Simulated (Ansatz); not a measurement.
The calculation's input:

```
crystal:
  periodic: [false, false, false]
  atoms:
    - {symbol: C, position_ang: [-1.036246, 1.907031, 0.261935]}
    - {symbol: C, position_ang: [-0.098458, 1.146265, -0.295849]}
    - {symbol: Si, position_ang: [0.649411, -0.335967, 0.544434]}
    - {symbol: Si, position_ang: [0.034954, -2.278886, -0.589121]}
    - {symbol: H, position_ang: [-1.468380, 2.760623, -0.253008]}
    - {symbol: H, position_ang: [-1.412987, 1.710298, 1.261701]}
    - {symbol: H, position_ang: [0.236317, 1.395642, -1.301775]}
    - {symbol: H, position_ang: [2.136257, -0.211652, 0.584488]}
    - {symbol: H, position_ang: [0.145407, -0.411455, 1.942994]}
    - {symbol: H, position_ang: [0.229641, -2.205210, -2.064714]}
    - {symbol: H, position_ang: [0.649582, -3.533388, -0.070486]}
basis:
  gaussian: {orbitals: def2-TZVPP}
magnetization: {spin_polarized: true, initial_magnetization: 1}
hamiltonian: {xc: pbe0, dispersion: d4}
output: {orbitals: {seedname: orbitals}}
```

Run with:

```sh
ansatz run in.yaml --threads 4 --pin off --events-out ev --progress --plain --max-ram 10444MiB
```

Geometry: PBE0-D4/def2-TZVP.

These are results of UKS PBE0-D4/def2-TZVPP (Ansatz 0.2.0), not measurements.

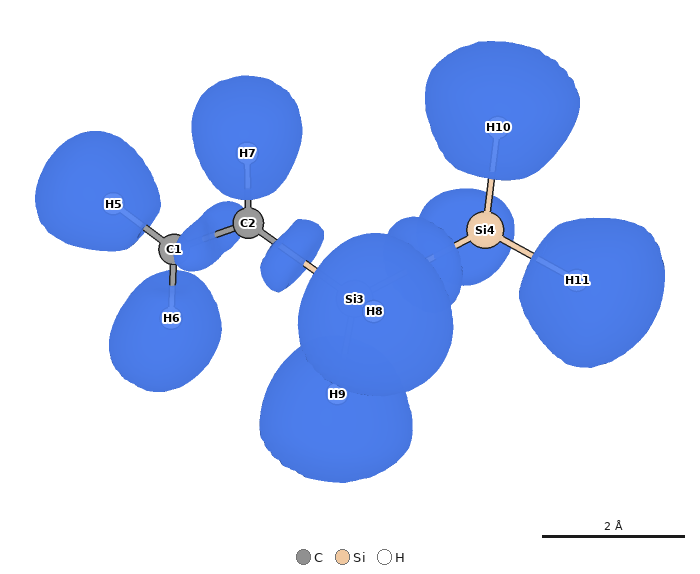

C2H7Si2 (SMILES C=C[SiH2][SiH2]) (doublet). Isosurface of the ELF at 0.85 (blue), seen across its widest extent. Core shells and regions of very low density are left out.

Identify the bonds, lone pairs and shells in this picture.

At this value the surface marks out one region between bonded C–C atoms (shared pairs), one region between bonded C–Si atoms (shared pairs), one region between bonded Si–Si atoms (shared pairs), seven regions around hydrogen nuclei and one lobe on Si, pointing away from the bonds (non-bonding electrons). Profiles from the grid: C–C (1.33 Å): the ELF peaks at about 0.90 between the atoms: a short, multiple covalent bond. C–Si (1.86 Å): the ELF peaks at about 0.95 between the atoms (a shared electron pair).
